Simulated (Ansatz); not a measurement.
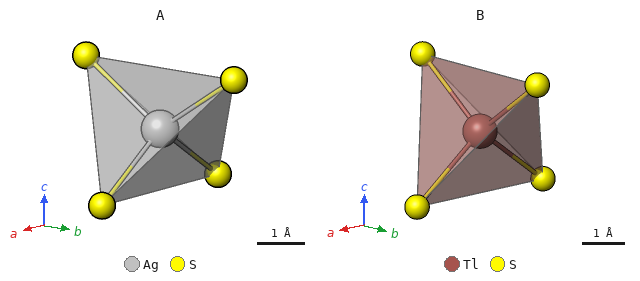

Coordination polyhedra in TlAgS2 (P-4m2). Shape measures S are computed against regular polyhedra or, for capped shapes, the nearer of the equal-edge and equal-bond forms. Source: the geometry relaxed with DFT, LDA, plane waves, PAW (Ansatz); the starting structure was generated, so it need not be a known form of this composition.

Question: Which coordination does each panel show?

Answer: A. AgS4: an essentially ideal tetrahedron (coordination number 4, S = 0.08; next best see-saw, S = 8.7); mean bond 2.45 Å.
B. TlS4: an essentially ideal tetrahedron (coordination number 4, S = 0.07; next best see-saw, S = 9.3); mean bond 2.55 Å.
